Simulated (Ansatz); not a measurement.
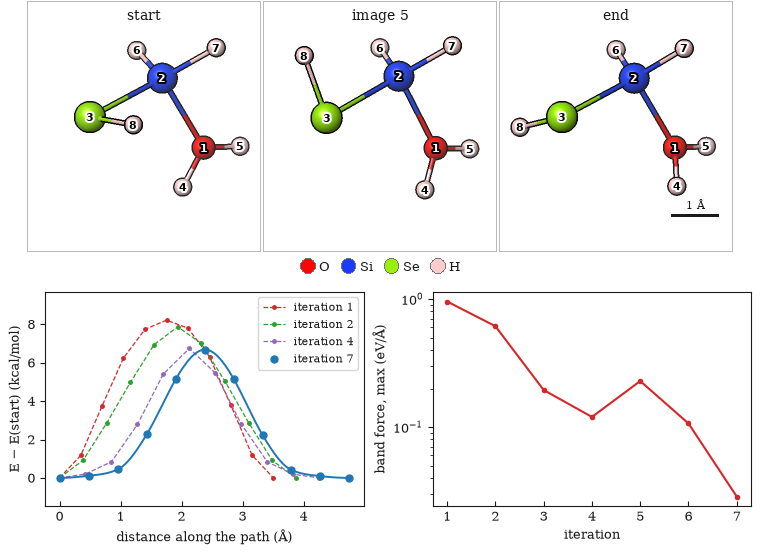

A search for the minimum-energy path of SiH₅SeO (charge +1) by the nudged elastic band. Images are numbered from 0 (start) to 10 (end). The plot follows the band through its iterations. The picture is a ball-and-stick view, seen from a free direction.

Method: RKS PBE0-D4/def2-SVP (Ansatz 0.2.0). Settings: 9 movable images; climbing image; force threshold 0.05 eV/Å; iteration limit 22; starting path by image-dependent pair potential.

Judge this run.

The run is converged, with reservations. The band converged in 7 iterations. The largest component of the band force went from 0.96 to 0.029 eV/Å. The climbing image converged on the top of the path. Its vibrational analysis gives 2 imaginary modes over 30i cm⁻¹, so it isn't confirmed as a transition state. The first iteration put the highest image at 8.2 kcal/mol. The two ends have the same energy, and the highest point, image 5, lies 6.7 kcal/mol above the start.
